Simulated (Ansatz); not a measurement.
Partial pair distribution functions of a relaxed model of amorphous Si$_{24}$O$_{50}$Ge, broadened by 0.06 Å; density 2.27 g/cm³. Calculation: PBE, scalar-relativistic without spin-orbit coupling (plane waves to 420 eV, PAW; Ansatz, an electronic-structure program).

It comes from a melt-quench run on a machine-learned potential (CHGNet), relaxed afterwards by DFT. O atoms were pushed apart under 1.9 Å during the dynamics, to hinder bonds among them. The hot cell started wider than the set density and was brought back towards it in steps. It is the lowest in DFT energy of 2 quenches. It is a model cell: composition and starting density were chosen by hand, and all elements were melted together. No dispersion term was used. Its density started from a set value of 2.27 and ended at 2.27 g/cm³. Cooling (nominally 400 K/ps over its main leg) ran many orders faster than in experiment, which tends to leave more defects and strain. A cell of this size samples the disorder only roughly. The volume was held where the preparation left it and the shape relaxed, at a PBE pressure of 0.6 GPa. Stress components on the final sampling reach 0.6 GPa.

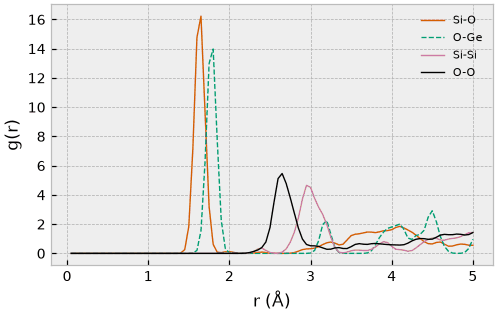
Partial pair distribution functions

Highest peaks under 4.5 Å: Si-O near 1.65 Å, O-Ge near 1.80 Å, Si-Si near 2.95 Å, O-O near 2.65 Å; pairs of few atoms are noisy.

Within 2.10 Å each Si has 4.04 O neighbours on average.
